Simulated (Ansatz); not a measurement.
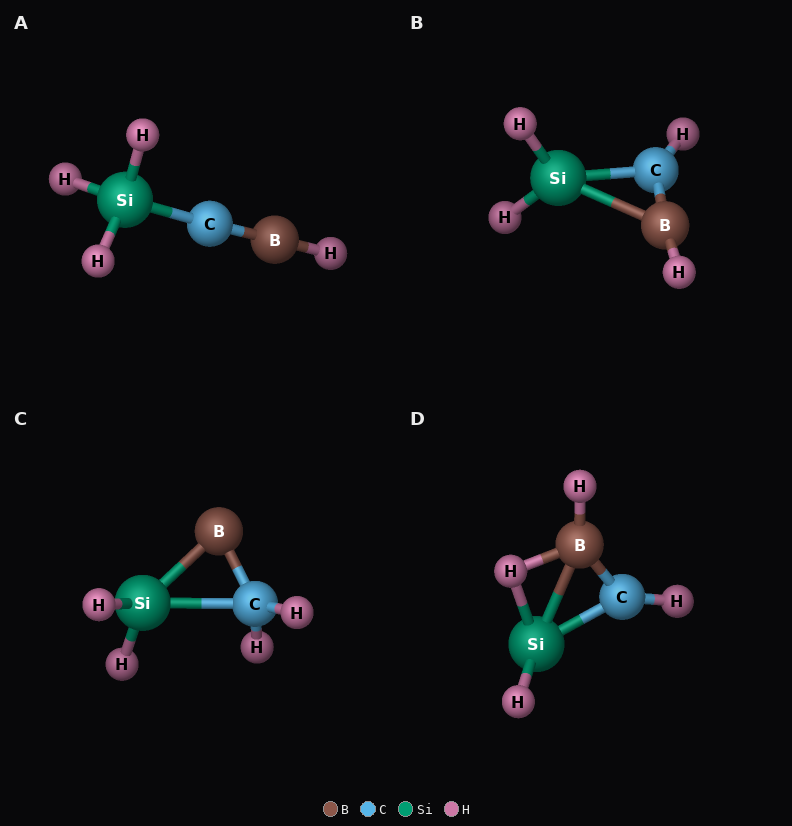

4 stationary structures of one formula. State: neutral, doublet. Geometries: PBE0-D4/def2-TZVP. Electronic energies: ωB97M-V/def2-TZVPP (Ansatz 0.2.0), without zero-point energy. No frequency run is at hand to confirm each as a minimum. Each is one conformer, not always the lowest.

> Which is lowest in energy, and by how much?

D is lowest (C1); B lies 3.3 kcal/mol above it (Cs), A lies 13.8 kcal/mol above it, C lies 27.8 kcal/mol above it (C1).
